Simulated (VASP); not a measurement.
Band structure of CsCl (space group Pm-3m). Computed with PBEsol GGA with spin-orbit coupling, VASP's PBE PAW potentials (set 64) (plane waves; VASP).

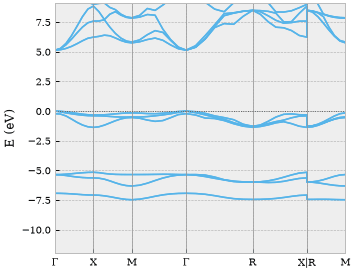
*Bands along high-symmetry lines, zero at the valence-band maximum or, without a gap, the Fermi level*

Task: Read the plot: is there a gap, and where are the band edges?

Result: The gap is direct, 5.14 eV, from the valence maximum at Γ to the conduction minimum at Γ.

The structure comes from a measured CsCl entry (Pm-3m) of the Crystallography Open Database, whose conditions weren't checked. It was relaxed first.
